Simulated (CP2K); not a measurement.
**C3H6Si (SMILES C#C[SiH2]C): levels of theory compared**

Wanted: a comparison of 3 runs (AM1, MNDO, IPEA1-xTB) of C3H6Si. 

The calculation is run with CP2K 2026.2.

4 further runs of the same task are left out: 3 that didn't finish, 1 set aside as unsound or not needed.

**1. Starting point**

C3H6Si has 10 atoms, charge 0, and is taken as a singlet. SMILES: `C#C[SiH2]C`. The coordinates come from a GFN2-xTB relaxation.

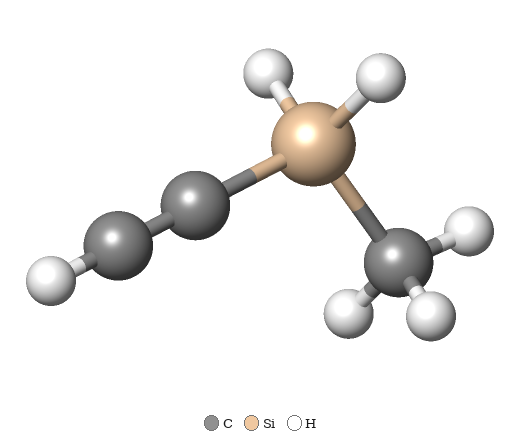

The structure, seen from a chosen angle (carbon grey, silicon light orange, hydrogen white).

**2. Energy and forces at AM1 (run 1)**

molecule.inp

```
&global
  project molecule
  run_type ENERGY_FORCE
  print_level MEDIUM
&end global

&force_eval
  method Quickstep
  &dft
    charge 0
    multiplicity 1
    ! Quickstep
    &qs
      method AM1
      eps_default 1.0E-10
      &se
        &coulomb
          cutoff [angstrom] 50
          rc_range [angstrom] 0
        &end coulomb
        &exchange
          cutoff [angstrom] 50
          rc_range [angstrom] 0
        &end exchange
      &end se
    &end qs
    &poisson
      periodic NONE
      poisson_solver ANALYTIC
    &end poisson
    ! self-consistent field
    &scf
      scf_guess ATOMIC
      eps_scf 1.0E-07
      max_scf 100
      &diagonalization
        algorithm STANDARD
      &end diagonalization
      &mixing
        method DIRECT_P_MIXING
        alpha 0.4
      &end mixing
    &end scf
    ! extra output
    &print
      &moments
        periodic F
        reference COM
        max_moment 1
      &end moments
      &mo ON
        energies T
        occupation_numbers T
        ndigits 6
        &each
          qs_scf 0
        &end each
        add_last NUMERIC
      &end mo
      &hirshfeld OFF
      &end hirshfeld
    &end print
  &end dft
  ! atoms, cell and kinds
  &subsys
    &cell
      abc [angstrom] 12.2 11.4 12.2
      periodic NONE
    &end cell
    &coord
      UNIT bohr
      C     -2.8085299     2.2275903    -3.3828554
      C     -1.0982143     1.6173788    -2.0181897
      Si     1.5388985     0.6373479     0.0632869
      C      0.3688745    -2.0469891     2.1356173
      H     -4.3069504     2.7709810    -4.5715121
      H      2.2852647     2.8153896     1.6141852
      H      3.6435809    -0.2096840    -1.5362151
      H      1.8492293    -2.7142892     3.3920395
      H     -1.2162466    -1.4549001     3.2991028
      H     -0.2559067    -3.6428062     1.0045406
    &end coord
    &topology
      &center_coordinates
      &end center_coordinates
    &end topology
  &end subsys
  &print
    &forces ON
    &end forces
  &end print
&end force_eval
```

Command:

```bash
$ OMP_NUM_THREADS=1 cp2k.psmp molecule.inp > molecule.out
```

Output:

```text
CP2K| version string:                                       CP2K version 2026.2
[...]
 GLOBAL| Method name                                                        CP2K
[...]
 GLOBAL| Run type                                                   ENERGY_FORCE
[...]
                             - Atoms:                                         10
[...]
                             - Spherical basis functions:                     22
[...]
 Number of electrons:                                                         22
[...]
     1 P_Mix/Diag. 0.40E+00    0.0     0.87091096       -14.0889577514 -1.41E+01
[...]
    18 DIIS/Diag.  0.51E-07    0.0     0.00000005       -20.1788375737 -3.91E-14
  *** SCF run converged in    18 steps ***
  Core-core repulsion energy [eV]:                           1141.87321855360733
  Core Hamiltonian energy [eV]:                              -826.19056847456488
  Two-electron integral energy [eV]:                        -1729.55349015117372
  Electronic energy [eV]:                                   -1690.96731355015163
  Total energy [eV]:                                         -549.09409499654453
  Atomic reference energy [eV]:                               550.31553272555868
  Heat of formation [kcal/mol]:                                28.16702540528676
[...]
 SE_DIPOLE| Moment [Debye]          0.02274942       0.18816890      -0.15570164
 SE_DIPOLE| Derivative [a.u.]       0.00000000       0.00000000       0.00000000
 ENERGY| Total FORCE_EVAL ( QS ) energy [hartree]            -20.178837573681378
 FORCES| Atomic forces [hartree/bohr]
 FORCES|   Atom     x               y               z               |f|
 FORCES|      1  9.01119819E-03 -2.80246038E-03  7.56443002E-03   1.20944648E-02
 FORCES|      2  3.12751062E-02 -1.05752327E-02  2.25962681E-02   4.00069887E-02
 FORCES|      3 -4.02298459E-02 -4.02749370E-04 -1.65884439E-02   4.35175732E-02
 FORCES|      4  1.30706550E-02  2.53054197E-02 -1.85984853E-02   3.40163188E-02
 FORCES|      5 -5.69236795E-03  1.91148594E-03 -4.54665009E-03   7.53185624E-03
 FORCES|      6 -1.38221035E-04 -3.47912229E-03 -2.21856147E-03   4.12860896E-03
 FORCES|      7 -2.39995633E-03  1.53198433E-03  2.95874983E-03   4.10621078E-03
 FORCES|      8  1.51511029E-02 -5.19618696E-03  1.12845207E-02   1.95932816E-02
 FORCES|      9 -1.46989938E-02  7.55195559E-03  9.95529981E-03   1.92924972E-02
 FORCES|     10 -5.34867722E-03 -1.38450939E-02 -1.24071277E-02   1.93450715E-02
 FORCES| Sum    -8.60422844E-16 -2.11636264E-16  1.66533454E-16
 FORCES| Total atomic force                                       9.01582370E-16
[...]
```

It took 0.82 s on 1 thread of Intel Xeon 6975P-C (Granite Rapids), shared host; peak memory 0.19 GiB.

**3. Energy and gradient at MNDO (run 2)**

molecule.xyz

```xyz
10

C     -1.486210     1.178790    -1.790130
C     -0.581150     0.855880    -1.067980
Si     0.814350     0.337270     0.033490
C      0.195200    -1.083220     1.130120
H     -2.279140     1.466340    -2.419140
H      1.209310     1.489840     0.854190
H      1.928100    -0.110960    -0.812930
H      0.978570    -1.436340     1.794990
H     -0.643610    -0.769900     1.745810
H     -0.135420    -1.927690     0.531580
```

job.py

```python
import numpy as np
from ase.io import read
from ase.calculators.cp2k import CP2K

atoms = read("molecule.xyz")
atoms.set_cell([14.2, 13.4, 14.2])
atoms.center()
template = """
&FORCE_EVAL
  METHOD QS
  &DFT
    &QS
      METHOD MNDO
      EPS_DEFAULT 1.0E-10
      &SE
        &COULOMB
          CUTOFF [angstrom] 50
          RC_RANGE [angstrom] 0
        &END COULOMB
        &EXCHANGE
          CUTOFF [angstrom] 50
          RC_RANGE [angstrom] 0
        &END EXCHANGE
      &END SE
    &END QS
    &POISSON
      PERIODIC NONE
      POISSON_SOLVER ANALYTIC
    &END POISSON
    &SCF
      SCF_GUESS ATOMIC
      EPS_SCF 1.0E-06
      MAX_SCF 80
      ADDED_MOS 8
      &DIAGONALIZATION
        ALGORITHM STANDARD
      &END DIAGONALIZATION
      &MIXING
        METHOD DIRECT_P_MIXING
        ALPHA 0.4
      &END MIXING
    &END SCF
    &PRINT
      &MOMENTS
        PERIODIC F
        REFERENCE COM
        MAX_MOMENT 1
      &END MOMENTS
      &MO ON
        ENERGIES T
        OCCUPATION_NUMBERS T
        NDIGITS 6
        &EACH
          QS_SCF 0
        &END EACH
        ADD_LAST NUMERIC
      &END MO
      &HIRSHFELD OFF
      &END HIRSHFELD
    &END PRINT
  &END DFT
  &SUBSYS
  &END SUBSYS
&END FORCE_EVAL
"""
calculator = CP2K(command="cp2k.psmp -s", label="gas", inp=template, basis_set=None, basis_set_file=None, potential_file=None, pseudo_potential=None, xc=None, cutoff=None, max_scf=None, charge=None, uks=False,
            force_eval_method=None, print_level="LOW", poisson_solver=None, stress_tensor=False)
atoms.calc = calculator
print("E / eV:", round(atoms.get_potential_energy(), 6))
forces = atoms.get_forces()
print(np.array2string(forces, precision=5, suppress_small=True))
print("largest force / (eV/A): %.4f" % np.linalg.norm(forces, axis=1).max())
```

Command:

```bash
$ OMP_NUM_THREADS=1 python job.py
```

Output:

```text
E / eV: -554.919154
[[ 0.19259 -0.02958  0.1686 ]
 [ 2.15711 -0.79631  1.63242]
 [-1.5571   0.2431  -0.88409]
 [ 0.9073   1.87042 -1.40114]
 [ 0.00726 -0.00802 -0.00122]
 [-0.35651 -1.34511 -0.89681]
 [-1.18865  0.50821  1.03181]
 [ 0.56755 -0.19508  0.42296]
 [-0.5407   0.27975  0.38445]
 [-0.18884 -0.52739 -0.45698]]
largest force / (eV/A): 2.8199
```

gas.out:

```text
CP2K| version string:                                       CP2K version 2026.2
 CP2K| Input file name                                                   gas.inp

[... 16 lines left out ...]
 *** WARNING in qs_kind_types.F:2264 :: Information provided in the input ***
[... 5 lines left out ...]
 *** WARNING in qs_kind_types.F:2264 :: Information provided in the input ***
[... 74 lines left out ...]
  *** SCF run converged in    16 steps ***
[... 9 lines left out ...]
  Heat of formation [kcal/mol]:                                31.07613870052121
[... 14 lines left out ...]
 SE_DIPOLE| Moment [a.u.]           0.07358957      -0.01596100       0.05262794
[... 1 line left out ...]
 SE_DIPOLE| Derivative [a.u.]       0.00000000       0.00000000       0.00000000
[... 27 lines left out ...]
 -------------------------------------------------------------------------------
```

It took 1.2 s on 1 thread of Intel Xeon 6975P-C (Granite Rapids), shared host; peak memory 0.18 GiB.

**4. Energy and forces at IPEA1-xTB (run 3)**

molecule.xyz is that of step 3.

job.inp

```
&GLOBAL
  PROJECT_NAME job
  RUN_TYPE ENERGY_FORCE
  PRINT_LEVEL LOW
&END GLOBAL
&FORCE_EVAL
  METHOD QS
  &DFT
    &QS
      METHOD XTB
      EPS_DEFAULT 1.0E-10
      &XTB
        GFN_TYPE TBLITE
        &TBLITE
          METHOD IPEA1
        &END TBLITE
        CHECK_ATOMIC_CHARGES F
      &END XTB
    &END QS
    &POISSON
      PERIODIC NONE
      POISSON_SOLVER ANALYTIC
    &END POISSON
    &SCF
      SCF_GUESS ATOMIC
      EPS_SCF 1.0E-07
      MAX_SCF 150
      ADDED_MOS 8
      &DIAGONALIZATION
        ALGORITHM STANDARD
      &END DIAGONALIZATION
      &MIXING
        METHOD DIRECT_P_MIXING
        ALPHA 0.4
      &END MIXING
      &SMEAR ON
        METHOD FERMI_DIRAC
        ELECTRONIC_TEMPERATURE [K] 300
      &END SMEAR
    &END SCF
    &PRINT
      &MOMENTS
        PERIODIC F
        REFERENCE COM
        MAX_MOMENT 1
      &END MOMENTS
      &MO ON
        ENERGIES T
        OCCUPATION_NUMBERS T
        NDIGITS 6
        &EACH
          QS_SCF 0
        &END EACH
        ADD_LAST NUMERIC
      &END MO
      &HIRSHFELD OFF
      &END HIRSHFELD
    &END PRINT
  &END DFT
  &SUBSYS
    &CELL
      ABC 20.2 19.4 20.2
      PERIODIC NONE
    &END CELL
    &TOPOLOGY
      COORD_FILE_NAME molecule.xyz
      COORD_FILE_FORMAT XYZ
      &CENTER_COORDINATES
      &END CENTER_COORDINATES
    &END TOPOLOGY
  &END SUBSYS
  &PRINT
    &FORCES ON
    &END FORCES
  &END PRINT
&END FORCE_EVAL
```

Command:

```bash
$ OMP_NUM_THREADS=1 cp2k.psmp job.inp > job.out
```

Output:

```text
CP2K| version string:                                       CP2K version 2026.2
[...]
 GLOBAL| Method name                                                        CP2K
[...]
 GLOBAL| Run type                                                   ENERGY_FORCE
[...]
                             - Atoms:                                         10
[...]
                             - Spherical basis functions:                     36
[...]
 Number of electrons:                                                         22
[...]
  *** SCF run converged in    13 steps ***
[...]
  Fermi energy:                                                -0.25787075248472
[...]
 TB_DIPOLE| Moment [Debye]         -0.99229632      -0.26414358      -0.18444710
 TB_DIPOLE| Derivative [a.u.]       0.00000000       0.00000000       0.00000000
[...]
 ENERGY| Total FORCE_EVAL ( QS ) energy [hartree]            -12.405579268736554
 FORCES| Atomic forces [hartree/bohr]
 FORCES|   Atom     x               y               z               |f|
 FORCES|      1 -1.71479521E-02  6.54425424E-03 -1.36840420E-02   2.28939409E-02
 FORCES|      2  3.16637361E-02 -1.03719980E-02  2.36622984E-02   4.08665498E-02
 FORCES|      3  5.66980800E-03  1.02852223E-02 -7.25344965E-03   1.38038057E-02
 FORCES|      4  8.67705789E-03  1.65070149E-02 -1.20197807E-02   2.21866627E-02
 FORCES|      5 -4.45317613E-03  1.39059529E-03 -3.42739114E-03   5.78891552E-03
 FORCES|      6 -3.99926258E-03 -1.31671950E-02 -1.04313844E-02   1.72679735E-02
 FORCES|      7 -1.27276488E-02  6.27765243E-03  9.80256761E-03   1.72479650E-02
 FORCES|      8  4.03735309E-03 -6.84747932E-03  8.21979295E-03   1.14347361E-02
 FORCES|      9 -7.77091754E-03 -9.28778722E-04  7.11785183E-03   1.05789226E-02
 FORCES|     10 -3.94899787E-03 -9.68928804E-03 -1.98646287E-03   1.06500198E-02
 FORCES| Sum    -1.81278603E-16 -1.09287579E-16  2.07299455E-16
 FORCES| Total atomic force                                       2.96274824E-16
[...]
```

Run time: 0.84 s. Hardware: 1 thread of Intel Xeon 6975P-C (Granite Rapids), shared host; peak memory 0.19 GiB.

**5. Overview of the runs**

| run | level | SCF convergence threshold | iteration cap | energy (Eh) | dipole moment (D) | HOMO energy (eV) | heat of formation (kcal/mol) | wall time |
| --- | --- | --- | --- | --- | --- | --- | --- | --- |
| 1 | AM1 | 1e-07 | 100 | -20.178838 | 0.25 | -10.93 | 28.2 | 0.82 s |
| 2 | MNDO | 1e-06 | 80 | -20.392905 | 0.23 | -10.69 | 31.1 | 1.2 s |
| 3 | IPEA1-xTB | 1e-07 | 150 | -12.405579 | 1.04 | -12.04 | – | 0.84 s |

**6. Results**

| quantity | value |
| --- | --- |
| run 3: total energy | -12.40558 Eh |
| run 3: dipole moment (from atomic charges alone) | 1.04 D |
| run 3: HOMO energy | -12.04 eV |
| run 3: LUMO energy | -6.12 eV |
| run 3: HOMO–LUMO gap | 5.92 eV |
| run 3: largest force on an atom | 2.101 eV/Å |

What this shows: The dipole moment (its size) runs from 0.23 D (MNDO) to 1.04 D (IPEA1-xTB). Some of these are taken from atomic charges alone. Force-field and semi-empirical energies have zeros of their own, so their totals don't compare. All runs together took 2.9 s, the longest 1.2 s.
